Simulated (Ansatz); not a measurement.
Zn2Pb3

Input

```
crystal:
  lattice:
    - [5.0006128775, 0.0, 0.0]
    - [-2.5003064388, 4.3306577864, 0.0]
    - [0.0, 0.0, 6.9951984411]
  atoms:
    - { symbol: Zn, position: [0.3333333333, 0.6666666667, 0.2013288529] }
    - { symbol: Zn, position: [0.6666666667, 0.3333333333, 0.7986711471] }
    - { symbol: Pb, position: [0.0, 0.0, 0.0] }
    - { symbol: Pb, position: [0.3333333333, 0.6666666667, 0.6647455469] }
    - { symbol: Pb, position: [0.6666666667, 0.3333333333, 0.3352544531] }
basis:
  ecutwfc: 420
kpoints:
  mp_grid: { grid: [6, 6, 6] }
hamiltonian:
  xc: pbe
scf:
  occupations: { method: gaussian, width: 0.1 }
output:
  forces: true
  stress: true
  eigenvalues: true
  write_density: true
  write_potential: true
  elf: true
  volumetric_format: npy
relax:
  adjacent_minimum: "off"
  f_tol: 0.01
  max_steps: 30
  cell: { stress_tol: 0.1, fix: [volume] }
```

Launched as:

```sh
ansatz run input.yaml --threads 1 --pin off --max-ram 2560MiB --backend cpu --events-out ev --progress --plain --runs-dir out
```

Below, planes, directions and counts refer to the conventional cell (a = 4.99 Å, b = 4.99 Å, c = 7.02 Å, α = 90.00°, β = 90.00°, γ = 120.00°).

The fields are those of the relaxed geometry.

Space group P-3m1; a structure from a database of computed crystals, not necessarily the ambient phase; a generated structure, not necessarily the stable one; changed on purpose from its base cell (volume × 1.10, shape and atoms relaxed); computed pressure about −3 GPa in this cell.

The calculation used Ansatz, DFT PBE, scalar-relativistic, plane waves, PAW.

Question: Predict the valence pseudo-density and electron localisation function between the atoms.

Answer: Zn–Pb (3.23 Å): ρ is about 0.15 e/Å³ halfway; the ELF is about 0.25 at the midpoint: no shared electron pair shows on this line.

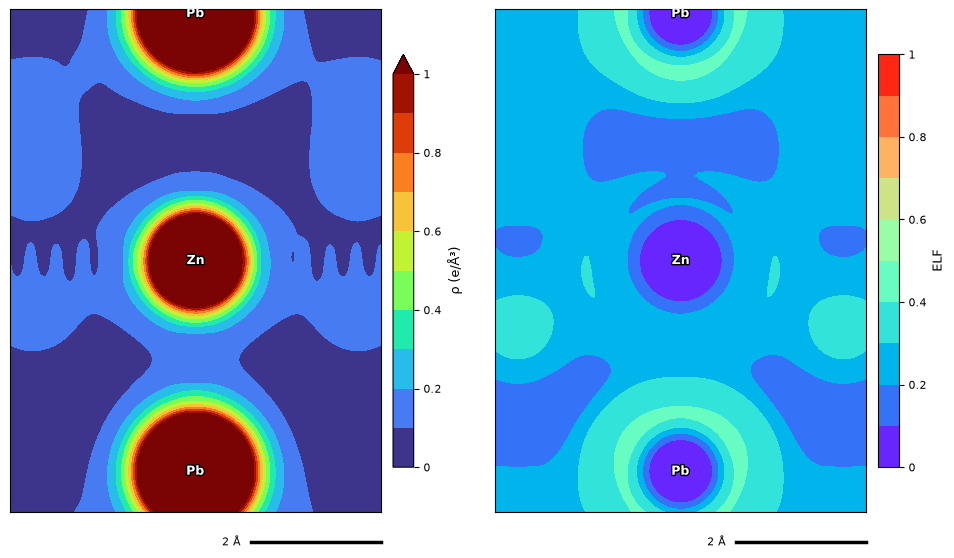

Computed valence pseudo-density and electron localisation function on the (010) plane of the conventional cell, in this order. 

Core electrons are frozen (PAW), and the valence fields are smoothed inside the atomic spheres.
